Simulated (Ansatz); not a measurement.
## Geometry relaxation of CH₈OSi (part 2 of 2)

CH₈OSi; RHF/6-31G* (Ansatz 0.2.0). It belongs to a series of runs on one base structure; here: end point B relaxed.

Geometry of the input (Å):
```
Si -0.4029  0.2746  -0.3804
C  -0.1405  -0.2618  2.6547
H  -0.2753  -0.5377  3.6960
H  0.3331  -1.0871  2.1403
H  0.4914  0.6166  2.6085
H  0.4884  1.2406  0.2614
H  -0.4545  0.5704  -1.8275
H  0.1176  -1.0921  -0.2406
O  -1.9471  0.4393  0.2230
H  -2.6558  0.2251  -0.3649
H  -1.1188  -0.0358  2.2217
```

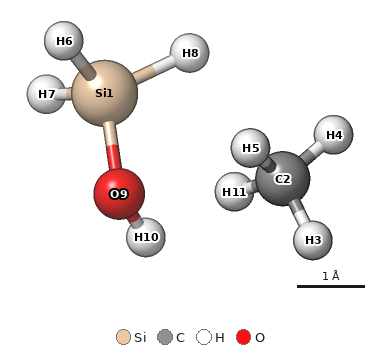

**Figure 1.** The geometry at step 20 of the log (ball-and-stick view, seen at a tilt; atoms are numbered from 1 in the order of the input).

Trajectory as extended XYZ, continued:
```
11
Properties=species:S:1:pos:R:3:forces:R:3 step=9 energy=-11056.69312
Si   -0.4887    0.4003   -0.9607   -0.0108  -0.0390  -0.0240
C    -0.0674   -0.3540    3.2356   -0.0333   0.0453   0.0029
H    -0.3698   -0.6310    4.2419    0.0174   0.0360  -0.1034
H     0.4383   -1.1920    2.7682   -0.0142   0.0048   0.0147
H     0.6105    0.4929    3.2806   -0.0475  -0.0543   0.0180
H     0.4704    1.3072   -0.3182   -0.0009   0.0039   0.0124
H    -0.5977    0.7308   -2.3954   -0.0003   0.0050  -0.0243
H    -0.0095   -0.9943   -0.8592   -0.0005   0.0175   0.0051
O    -1.9317    0.5978   -0.1906   -0.1078  -0.0510   0.0068
H    -2.6783    0.0781   -0.4585    0.1199   0.0641   0.0192
H    -0.9405   -0.0836    2.6486    0.0780  -0.0322   0.0726
11
Properties=species:S:1:pos:R:3:forces:R:3 step=10 energy=-11056.69411
Si   -0.4952    0.4033   -0.9804    0.0015  -0.0120   0.0165
C    -0.0616   -0.3559    3.2519   -0.0538   0.0432   0.0228
H    -0.4062   -0.6292    4.2456    0.0283   0.0307  -0.0954
H     0.4446   -1.2028    2.8015   -0.0136   0.0084   0.0075
H     0.6297    0.4780    3.3255   -0.0492  -0.0518   0.0052
H     0.4635    1.3122   -0.3390   -0.0013   0.0099  -0.0100
H    -0.6170    0.7362   -2.4149   -0.0010  -0.0048   0.0063
H    -0.0060   -0.9873   -0.8794   -0.0056   0.0032  -0.0156
O    -1.9317    0.5925   -0.1950    0.0643   0.0523   0.0302
H    -2.6752    0.0735   -0.4600   -0.0570  -0.0484  -0.0310
H    -0.9095   -0.0685    2.6366    0.0874  -0.0307   0.0634
11
Properties=species:S:1:pos:R:3:forces:R:3 step=11 energy=-11056.69508
Si   -0.4977    0.4078   -1.0028   -0.0297   0.0200  -0.0286
C    -0.0603   -0.3577    3.2698   -0.0760   0.0330   0.0428
H    -0.4641   -0.6264    4.2426    0.0444   0.0265  -0.0995
H     0.4540   -1.2130    2.8451   -0.0146   0.0114   0.0063
H     0.6409    0.4630    3.3849   -0.0477  -0.0439  -0.0063
H     0.4681    1.3237   -0.3810   -0.0015  -0.0177  -0.0041
H    -0.6478    0.7430   -2.4351   -0.0065  -0.0014   0.0258
H    -0.0053   -0.9827   -0.9225    0.0069   0.0045   0.0134
O    -1.9198    0.5903   -0.1883    0.0289  -0.0018  -0.0012
H    -2.6628    0.0579   -0.4324    0.0036  -0.0034  -0.0085
H    -0.8697   -0.0540    2.6120    0.0922  -0.0273   0.0599
11
Properties=species:S:1:pos:R:3:forces:R:3 step=12 energy=-11056.69576
Si   -0.5000    0.4120   -1.0248   -0.0192   0.0138   0.0183
C    -0.0623   -0.3587    3.2825   -0.0842   0.0274   0.0373
H    -0.5188   -0.6241    4.2332    0.0570   0.0300  -0.1142
H     0.4591   -1.2207    2.8802   -0.0185   0.0133   0.0114
H     0.6457    0.4497    3.4358   -0.0490  -0.0401  -0.0068
H     0.4781    1.3269   -0.4209   -0.0116   0.0011  -0.0152
H    -0.6865    0.7515   -2.4520   -0.0008  -0.0122   0.0317
H     0.0045   -0.9747   -0.9520   -0.0067  -0.0008  -0.0149
O    -1.9031    0.5848   -0.1749   -0.0264  -0.0445  -0.0352
H    -2.6485    0.0451   -0.4004    0.0668   0.0431   0.0109
H    -0.8326   -0.0397    2.5856    0.0926  -0.0312   0.0766
11
Properties=species:S:1:pos:R:3:forces:R:3 step=13 energy=-11056.69655
Si   -0.5002    0.4137   -1.0341   -0.0294   0.0008  -0.0062
C    -0.0632   -0.3592    3.2903   -0.0638   0.0253   0.0188
H    -0.5523   -0.6235    4.2241    0.0465   0.0261  -0.0892
H     0.4611   -1.2253    2.9011   -0.0139   0.0103   0.0096
H     0.6482    0.4405    3.4694   -0.0389  -0.0336  -0.0027
H     0.4810    1.3352   -0.4463   -0.0036  -0.0072  -0.0043
H    -0.7102    0.7513   -2.4574   -0.0004  -0.0001   0.0105
H     0.0085   -0.9721   -0.9741    0.0054   0.0057   0.0024
O    -1.8922    0.5792   -0.1656    0.0119  -0.0072  -0.0069
H    -2.6389    0.0409   -0.3857    0.0185   0.0088  -0.0008
H    -0.8062   -0.0288    2.5705    0.0677  -0.0291   0.0688
11
Properties=species:S:1:pos:R:3:forces:R:3 step=14 energy=-11056.69751
Si   -0.5006    0.4167   -1.0591   -0.0108   0.0015   0.0080
C    -0.0678   -0.3617    3.3090   -0.0316   0.0216   0.0011
H    -0.5903   -0.6255    4.2232    0.0271   0.0170  -0.0472
H     0.4603   -1.2311    2.9332   -0.0083   0.0043   0.0051
H     0.6451    0.4293    3.5160   -0.0288  -0.0238   0.0003
H     0.4902    1.3442   -0.4980   -0.0009  -0.0009  -0.0018
H    -0.7522    0.7548   -2.4752   -0.0038  -0.0041   0.0024
H     0.0218   -0.9646   -1.0127   -0.0026   0.0061  -0.0041
O    -1.8687    0.5725   -0.1519    0.0462   0.0196  -0.0019
H    -2.6205    0.0377   -0.3591   -0.0261  -0.0208  -0.0082
H    -0.7818   -0.0203    2.5668    0.0396  -0.0204   0.0463
11
Properties=species:S:1:pos:R:3:forces:R:3 step=15 energy=-11056.69807
Si   -0.4976    0.4288   -1.1288   -0.1103   0.0101   0.0303
C    -0.0823   -0.3710    3.3637   -0.0407   0.0291   0.0030
H    -0.6677   -0.6320    4.2412    0.0541   0.0271  -0.0769
H     0.4567   -1.2463    3.0174   -0.0216   0.0073   0.0081
H     0.6296    0.4068    3.6222   -0.0583  -0.0349  -0.0081
H     0.5188    1.3717   -0.6380   -0.0447  -0.0199  -0.0206
H    -0.8601    0.7591   -2.5272    0.0217  -0.0104   0.0940
H     0.0514   -0.9437   -1.1211   -0.0147   0.0232  -0.0017
O    -1.8032    0.5617   -0.1227    0.1442   0.0059  -0.1015
H    -2.5683    0.0314   -0.2921    0.0045  -0.0073  -0.0055
H    -0.7416   -0.0145    2.5778    0.0658  -0.0302   0.0789
11
Properties=species:S:1:pos:R:3:forces:R:3 step=16 energy=-11056.69896
Si   -0.4996    0.4269   -1.1265   -0.0836   0.0339   0.0322
C    -0.0787   -0.3713    3.3625   -0.0146   0.0082   0.0017
H    -0.6716   -0.6294    4.2337    0.0208   0.0090  -0.0286
H     0.4623   -1.2477    3.0232   -0.0092   0.0019   0.0051
H     0.6293    0.4067    3.6262   -0.0210  -0.0105  -0.0019
H     0.5116    1.3720   -0.6336   -0.0061  -0.0162  -0.0021
H    -0.8525    0.7611   -2.5233    0.0058  -0.0164   0.0283
H     0.0448   -0.9465   -1.1147   -0.0024   0.0104  -0.0030
O    -1.8086    0.5651   -0.1289    0.0742  -0.0143  -0.0620
H    -2.5718    0.0315   -0.2977    0.0136   0.0039   0.0020
H    -0.7296   -0.0165    2.5713    0.0225  -0.0100   0.0284
11
Properties=species:S:1:pos:R:3:forces:R:3 step=17 energy=-11056.69957
Si   -0.5024    0.4324   -1.1451   -0.0264   0.0011   0.0294
C    -0.0797   -0.3748    3.3772   -0.0115  -0.0011   0.0023
H    -0.6939   -0.6288    4.2342    0.0117   0.0027  -0.0159
H     0.4669   -1.2536    3.0533   -0.0064   0.0031   0.0048
H     0.6230    0.4021    3.6562   -0.0069  -0.0016  -0.0013
H     0.5147    1.3769   -0.6661    0.0038   0.0054  -0.0067
H    -0.8764    0.7604   -2.5358   -0.0006   0.0045  -0.0052
H     0.0452   -0.9391   -1.1394    0.0035  -0.0077  -0.0039
O    -1.7945    0.5679   -0.1289    0.0041  -0.0136  -0.0248
H    -2.5572    0.0291   -0.2836    0.0174   0.0114   0.0072
H    -0.7102   -0.0205    2.5702    0.0112  -0.0042   0.0141
11
Properties=species:S:1:pos:R:3:forces:R:3 step=18 energy=-11056.70030
Si   -0.5059    0.4430   -1.1993   -0.0052   0.0192   0.0058
C    -0.0867   -0.3848    3.4215   -0.0534   0.0003   0.0041
H    -0.7523   -0.6309    4.2442    0.0564   0.0128  -0.0702
H     0.4732   -1.2685    3.1334   -0.0280   0.0221   0.0137
H     0.6044    0.3889    3.7384   -0.0277  -0.0136  -0.0144
H     0.5268    1.3982   -0.7751   -0.0114  -0.0078  -0.0037
H    -0.9482    0.7645   -2.5723   -0.0013  -0.0037   0.0126
H     0.0533   -0.9240   -1.2165   -0.0017  -0.0040  -0.0009
O    -1.7482    0.5720   -0.1222   -0.0402  -0.0470  -0.0281
H    -2.5125    0.0236   -0.2363    0.0621   0.0438   0.0118
H    -0.6684   -0.0300    2.5765    0.0506  -0.0220   0.0692
11
Properties=species:S:1:pos:R:3:forces:R:3 step=19 energy=-11056.70071
Si   -0.5075    0.4487   -1.2231   -0.0072   0.0025   0.0108
C    -0.0903   -0.3888    3.4397   -0.0504   0.0008   0.0030
H    -0.7784   -0.6314    4.2445    0.0547   0.0101  -0.0631
H     0.4745   -1.2746    3.1682   -0.0274   0.0204   0.0122
H     0.5942    0.3834    3.7737   -0.0254  -0.0118  -0.0148
H     0.5320    1.4061   -0.8210   -0.0156  -0.0027  -0.0103
H    -0.9816    0.7655   -2.5868    0.0034   0.0035   0.0183
H     0.0553   -0.9166   -1.2509   -0.0002  -0.0049  -0.0025
O    -1.7258    0.5738   -0.1186   -0.0470  -0.0469  -0.0272
H    -2.4888    0.0196   -0.2124    0.0689   0.0488   0.0090
H    -0.6481   -0.0338    2.5790    0.0463  -0.0196   0.0646
11
Properties=species:S:1:pos:R:3:forces:R:3 step=20 energy=-11056.70131
Si   -0.5074    0.4547   -1.2563   -0.0448   0.0069   0.0182
C    -0.0985   -0.3936    3.4644   -0.0299   0.0052   0.0027
H    -0.8082   -0.6342    4.2496    0.0341   0.0050  -0.0344
H     0.4702   -1.2810    3.2083   -0.0164   0.0087   0.0058
H     0.5789    0.3765    3.8166   -0.0186  -0.0082  -0.0101
H     0.5401    1.4180   -0.8895   -0.0188  -0.0086  -0.0105
H    -1.0298    0.7698   -2.6039    0.0138  -0.0042   0.0409
H     0.0603   -0.9085   -1.3027   -0.0018   0.0044  -0.0034
O    -1.6889    0.5740   -0.1100   -0.0237  -0.0505  -0.0473
H    -2.4502    0.0131   -0.1740    0.0769   0.0521   0.0008
H    -0.6312   -0.0367    2.5899    0.0292  -0.0107   0.0373
11
Properties=species:S:1:pos:R:3:forces:R:3 step=21 energy=-11056.70173
Si   -0.5084    0.4590   -1.2791   -0.0474   0.0030   0.0145
C    -0.1042   -0.3966    3.4812   -0.0197   0.0067   0.0004
H    -0.8342   -0.6345    4.2478    0.0233   0.0048  -0.0228
H     0.4662   -1.2864    3.2388   -0.0097   0.0042   0.0029
H     0.5676    0.3702    3.8506   -0.0139  -0.0073  -0.0059
H     0.5443    1.4262   -0.9388   -0.0189  -0.0078  -0.0093
H    -1.0664    0.7727   -2.6128    0.0156  -0.0032   0.0424
H     0.0634   -0.9019   -1.3415   -0.0021   0.0053  -0.0012
O    -1.6606    0.5728   -0.1028   -0.0223  -0.0488  -0.0436
H    -2.4197    0.0070   -0.1451    0.0765   0.0515  -0.0041
H    -0.6125   -0.0364    2.5940    0.0186  -0.0084   0.0268
11
Properties=species:S:1:pos:R:3:forces:R:3 step=22 energy=-11056.70219
Si   -0.5104    0.4621   -1.3038   -0.0292   0.0208  -0.0013
C    -0.1100   -0.3994    3.4994   -0.0227   0.0091  -0.0030
H    -0.8678   -0.6331    4.2403    0.0303   0.0091  -0.0298
H     0.4614   -1.2933    3.2747   -0.0106   0.0058   0.0027
H     0.5551    0.3613    3.8931   -0.0176  -0.0108  -0.0063
H     0.5457    1.4359   -0.9949   -0.0110  -0.0129  -0.0026
H    -1.1086    0.7777   -2.6191    0.0127  -0.0145   0.0315
H     0.0665   -0.8958   -1.3845   -0.0041   0.0076  -0.0032
O    -1.6274    0.5697   -0.0948   -0.0383  -0.0495  -0.0195
H    -2.3845    0.0002   -0.1139    0.0712   0.0486  -0.0064
H    -0.5844   -0.0332    2.5956    0.0193  -0.0132   0.0380
11
Properties=species:S:1:pos:R:3:forces:R:3 step=23 energy=-11056.70236
Si   -0.5125    0.4687   -1.3342   -0.0491  -0.0048   0.0096
C    -0.1178   -0.4025    3.5216   -0.0443   0.0185  -0.0061
H    -0.9072   -0.6314    4.2319    0.0596   0.0182  -0.0535
H     0.4532   -1.3016    3.3163   -0.0170   0.0117   0.0030
H     0.5395    0.3500    3.9445   -0.0320  -0.0220  -0.0141
H     0.5502    1.4470   -1.0615   -0.0288  -0.0120  -0.0081
H    -1.1629    0.7789   -2.6267    0.0225   0.0002   0.0492
H     0.0699   -0.8851   -1.4414   -0.0039   0.0098   0.0039
O    -1.5848    0.5646   -0.0830   -0.0022  -0.0323  -0.0429
H    -2.3391   -0.0086   -0.0756    0.0627   0.0395  -0.0137
H    -0.5528   -0.0281    2.6004    0.0326  -0.0268   0.0727
11
Properties=species:S:1:pos:R:3:forces:R:3 step=24 energy=-11056.70272
Si   -0.5130    0.4672   -1.3374   -0.0510   0.0259   0.0269
C    -0.1185   -0.4028    3.5232   -0.0066   0.0033  -0.0013
H    -0.9134   -0.6304    4.2250    0.0136   0.0030  -0.0102
H     0.4518   -1.3026    3.3215   -0.0060   0.0000   0.0010
H     0.5359    0.3473    3.9526   -0.0093  -0.0023  -0.0026
H     0.5472    1.4493   -1.0711   -0.0121  -0.0153  -0.0026
H    -1.1690    0.7806   -2.6254    0.0149  -0.0166   0.0329
H     0.0712   -0.8857   -1.4448   -0.0062   0.0094  -0.0032
O    -1.5793    0.5642   -0.0811    0.0205  -0.0235  -0.0462
H    -2.3332   -0.0086   -0.0704    0.0351   0.0205  -0.0101
H    -0.5442   -0.0266    2.6003    0.0072  -0.0044   0.0154
11
Properties=species:S:1:pos:R:3:forces:R:3 step=25 energy=-11056.70293
Si   -0.5131    0.4691   -1.3448   -0.0460   0.0099   0.0331
C    -0.1208   -0.4038    3.5287    0.0060  -0.0020   0.0015
H    -0.9202   -0.6308    4.2246   -0.0048  -0.0024   0.0059
H     0.4490   -1.3043    3.3297   -0.0007  -0.0030   0.0000
H     0.5316    0.3446    3.9634    0.0001   0.0034   0.0013
H     0.5473    1.4526   -1.0881   -0.0044  -0.0071  -0.0036
H    -1.1819    0.7786   -2.6259    0.0069  -0.0044   0.0137
H     0.0715   -0.8828   -1.4578    0.0012   0.0030  -0.0011
O    -1.5678    0.5639   -0.0790    0.0331  -0.0044  -0.0373
H    -2.3206   -0.0093   -0.0629    0.0101   0.0034  -0.0069
H    -0.5395   -0.0259    2.6042   -0.0016   0.0036  -0.0066
11
Properties=species:S:1:pos:R:3:forces:R:3 step=26 energy=-11056.70330
Si   -0.5153    0.4740   -1.3735   -0.0253   0.0065   0.0367
C    -0.1286   -0.4078    3.5512   -0.0038   0.0017   0.0032
H    -0.9467   -0.6321    4.2264    0.0034   0.0011  -0.0025
H     0.4405   -1.3114    3.3637   -0.0003   0.0001  -0.0001
H     0.5172    0.3355    4.0046   -0.0035  -0.0025  -0.0025
H     0.5475    1.4633   -1.1529   -0.0033   0.0012  -0.0020
H    -1.2284    0.7787   -2.6311    0.0014  -0.0033   0.0060
H     0.0756   -0.8733   -1.5053   -0.0031  -0.0023  -0.0034
O    -1.5272    0.5623   -0.0730    0.0364   0.0041  -0.0368
H    -2.2774   -0.0128   -0.0352   -0.0055  -0.0058  -0.0022
H    -0.5217   -0.0244    2.6173    0.0035  -0.0008   0.0036
11
Properties=species:S:1:pos:R:3:forces:R:3 step=27 energy=-11056.70264 accepted=F
Si   -0.5199    0.4854   -1.4364   -0.0966   0.0297   0.0611
C    -0.1446   -0.4172    3.6020   -0.0622   0.0288  -0.0053
H    -1.0104   -0.6322    4.2235    0.0887   0.0240  -0.0655
H     0.4214   -1.3292    3.4457   -0.0186   0.0142   0.0004
H     0.4843    0.3127    4.1020   -0.0421  -0.0304  -0.0288
H     0.5442    1.4920   -1.2980   -0.0527  -0.0327   0.0029
H    -1.3320    0.7756   -2.6415    0.0506  -0.0143   0.0825
H     0.0811   -0.8533   -1.6114   -0.0125   0.0152   0.0048
O    -1.4372    0.5600   -0.0620    0.0549  -0.0374  -0.1378
H    -2.1809   -0.0206    0.0239    0.0569   0.0394  -0.0136
H    -0.4706   -0.0212    2.6446    0.0336  -0.0364   0.0992
11
Properties=species:S:1:pos:R:3:forces:R:3 step=28 energy=-11056.70362
Si   -0.5173    0.4796   -1.4043   -0.0241   0.0098   0.0164
C    -0.1365   -0.4127    3.5764   -0.0124   0.0036   0.0007
H    -0.9764   -0.6317    4.2270    0.0154   0.0041  -0.0123
H     0.4310   -1.3204    3.4043   -0.0041   0.0028   0.0002
H     0.5015    0.3247    4.0503   -0.0077  -0.0046  -0.0050
H     0.5450    1.4781   -1.2234   -0.0066  -0.0063  -0.0021
H    -1.2786    0.7768   -2.6357    0.0088  -0.0032   0.0126
H     0.0780   -0.8636   -1.5567    0.0007   0.0014  -0.0014
O    -1.4826    0.5616   -0.0690    0.0098  -0.0110  -0.0262
H    -2.2300   -0.0160   -0.0081    0.0119   0.0093   0.0000
H    -0.4986   -0.0246    2.6316    0.0083  -0.0060   0.0171
11
Properties=species:S:1:pos:R:3:forces:R:3 step=29 energy=-11056.70366
Si   -0.5201    0.4853   -1.4345   -0.0414   0.0166   0.0286
C    -0.1445   -0.4174    3.6005   -0.0243   0.0086  -0.0020
H    -1.0068   -0.6301    4.2243    0.0346   0.0086  -0.0256
H     0.4206   -1.3297    3.4448   -0.0093   0.0058   0.0002
H     0.4850    0.3136    4.0959   -0.0161  -0.0094  -0.0106
H     0.5417    1.4918   -1.2935   -0.0245  -0.0136  -0.0013
H    -1.3290    0.7747   -2.6391    0.0256  -0.0070   0.0399
H     0.0811   -0.8530   -1.6073   -0.0058   0.0048  -0.0006
O    -1.4378    0.5607   -0.0640    0.0174  -0.0235  -0.0644
H    -2.1815   -0.0194    0.0203    0.0293   0.0226  -0.0022
H    -0.4731   -0.0245    2.6448    0.0146  -0.0135   0.0380
11
Properties=species:S:1:pos:R:3:forces:R:3 step=30 energy=-11056.70387
Si   -0.5201    0.4844   -1.4314   -0.0178   0.0119   0.0110
C    -0.1442   -0.4166    3.5974   -0.0096   0.0044   0.0000
H    -1.0074   -0.6287    4.2190    0.0136   0.0036  -0.0101
H     0.4205   -1.3292    3.4430   -0.0033   0.0017   0.0002
H     0.4841    0.3143    4.0937   -0.0073  -0.0045  -0.0047
H     0.5403    1.4910   -1.2887   -0.0069  -0.0070  -0.0004
H    -1.3267    0.7755   -2.6354    0.0093  -0.0045   0.0148
H     0.0799   -0.8542   -1.6047   -0.0008   0.0022  -0.0012
O    -1.4383    0.5596   -0.0630    0.0052  -0.0127  -0.0273
H    -2.1819   -0.0200    0.0209    0.0115   0.0101   0.0026
H    -0.4706   -0.0240    2.6416    0.0061  -0.0051   0.0150
```

Results in brief:

```csv
quantity,value
outcome,converged
total energy,−11056.7039 eV
mean-field energy,−11056.7039 eV
largest force (length of the vector) at the end,0.030 eV/Å
hardware,"1 thread of Intel Xeon (Granite Rapids), 32 GiB of memory available, shared host"
wall time,22 s
peak memory,0.14 GiB
```
